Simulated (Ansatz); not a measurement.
## Electronic structure of Cl$_{2}$F$_{2}$H$_{2}$MoO$_{2}$ (SMILES [OH][Mo]([OH])([F])([F])([Cl])[Cl]) in real space

```xyz
9

O    -0.6188   -1.5061   -0.0288
Mo    0.1027    0.1816   -0.2152
O     1.1070    0.0504    1.3027
F    -1.2385    0.3860   -1.4790
F     0.6600    1.8399   -0.7941
Cl   -1.4106    1.2615    1.2010
Cl    1.7456   -0.6226   -1.5764
H    -1.2731   -1.8857   -0.6260
H     0.9257    0.2950    2.2157
```

Geometry: PBE0-D4/def2-TZVP; core potentials replace the inner electrons of Mo.

These are results of Ansatz 0.2.0, RKS PBE0-D4/def2-TZVPP, not measurements.

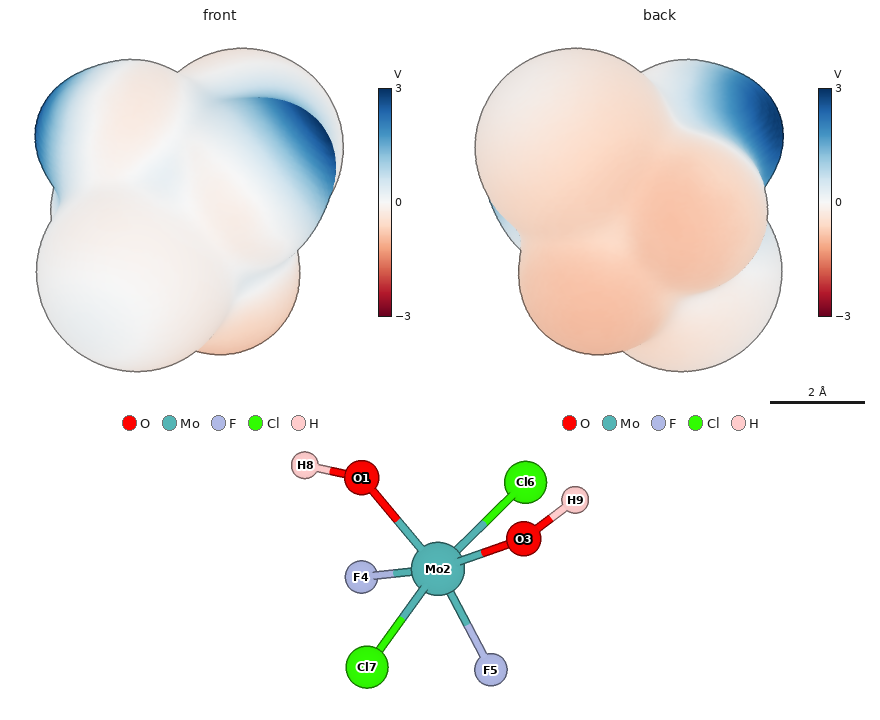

Figure 1. The molecular electrostatic potential painted on the density surface at 0.001 e/bohr³, seen from the front and from behind; the colour scale runs from red (negative) to blue (positive). The bare structure is drawn below in the same view.

### Which sites attract a positive test charge, and which a negative one?

A positive charge is drawn to the negative regions and a negative charge to the positive ones. The most negative region (about −0.9 V) lies over F4 and F5, the most positive (about +2.9 V) over H8 and H9.

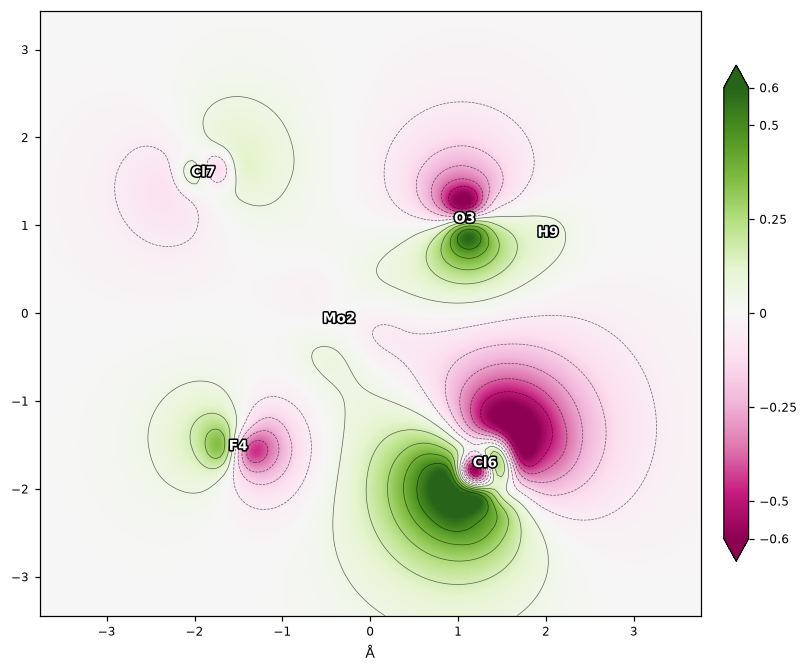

Figure 2. The HOMO on the plane of atoms Mo2, O3 and H9 (values in Å⁻³ᐟ²; the overall sign is arbitrary).

### Where does this orbital lie, and at what energy?

Its weight (Hirshfeld) is mainly on Cl6 (about 80 %) and O3 (about 10 %); largely a lone pair of Cl6. Its energy is −9.10 eV.

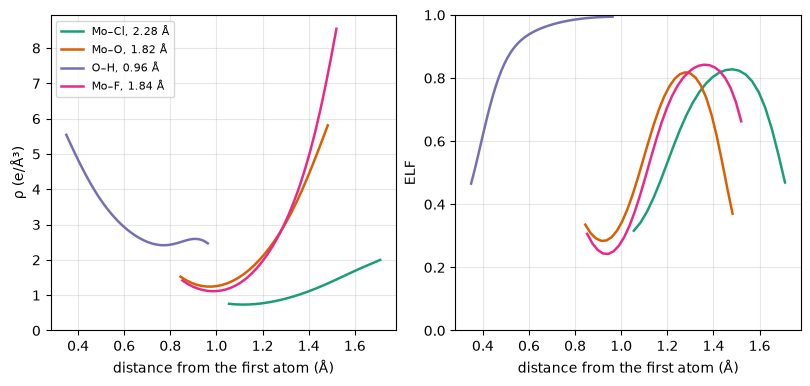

Figure 3. Electron density and electron localisation function along straight lines between neighbouring atoms. The curves leave out the atomic cores.

### What can be read from the curves?

Mo–Cl (2.28 Å): the density is about 0.74 e/Å³ at the midpoint; the ELF peaks at about 0.85 in the valence shell of Cl, 0.8 Å from its nucleus, and is about 0.40 at the midpoint.
Mo–O (1.82 Å): ρ at the midpoint is about 1.3 e/Å³; the ELF peaks at about 0.80 in the valence shell of O, 0.5 Å from its nucleus, and drops to about 0.30 between the two atoms.
O–H (0.96 Å): ρ at the midpoint is about 3.9 e/Å³; the ELF climbs to about 1 towards the hydrogen, as it does in any bond to H: an ordinary covalent bond to hydrogen.
Mo–F (1.84 Å): ρ at the midpoint is about 1.2 e/Å³; the ELF peaks at about 0.85 in the valence shell of F, 0.5 Å from its nucleus, and drops to about 0.25 between the two atoms.
